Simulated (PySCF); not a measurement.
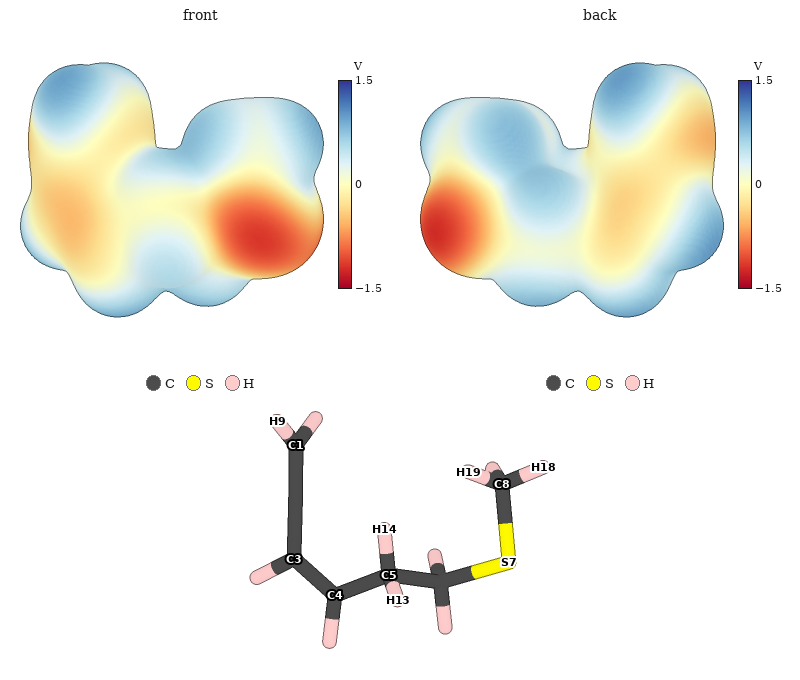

*C7H11S (doublet). The electrostatic potential painted on the density surface at 0.002 e/bohr³, seen from the front and from behind; red is negative and blue positive. The bare structure is drawn below in the same view.*

Geometry: GFN2-xTB.

All numbers below come from UKS B3LYP, pcH-1 on C H S, non-relativistic, mean-field spin-orbit, GIAO in PySCF 2.14.0, density-fitted response routines.

```yaml
atoms:
  - { symbol: C, position_ang: [-2.5224, 1.1545, -1.0972] }
  - { symbol: C, position_ang: [-2.3033, 0.0657, -0.4436] }
  - { symbol: C, position_ang: [-2.0971, -1.0666, 0.2463] }
  - { symbol: C, position_ang: [-0.9657, -1.3699, 0.9814] }
  - { symbol: C, position_ang: [0.2208, -0.4796, 1.0550] }
  - { symbol: C, position_ang: [1.3382, -1.0221, 0.1553] }
  - { symbol: S, position_ang: [2.8770, -0.0556, 0.2638] }
  - { symbol: C, position_ang: [2.3868, 1.4289, -0.6580] }
  - { symbol: H, position_ang: [-2.9921, 2.0182, -0.6424] }
  - { symbol: H, position_ang: [-2.2612, 1.2722, -2.1416] }
  - { symbol: H, position_ang: [-2.9001, -1.7959, 0.2235] }
  - { symbol: H, position_ang: [-0.9060, -2.3212, 1.4854] }
  - { symbol: H, position_ang: [0.6027, -0.4301, 2.0785] }
  - { symbol: H, position_ang: [-0.0529, 0.5257, 0.7288] }
  - { symbol: H, position_ang: [1.6170, -2.0306, 0.4594] }
  - { symbol: H, position_ang: [1.0241, -1.0386, -0.8889] }
  - { symbol: H, position_ang: [2.0230, 1.1395, -1.6399] }
  - { symbol: H, position_ang: [3.2778, 2.0399, -0.7567] }
  - { symbol: H, position_ang: [1.6237, 1.9747, -0.1110] }
```

Question: Describe the electrostatic potential map.

Answer: The most negative region (about −1.2 V) lies over S7, the most positive (about +1.0 V) over H9, H10, H11 and H12.
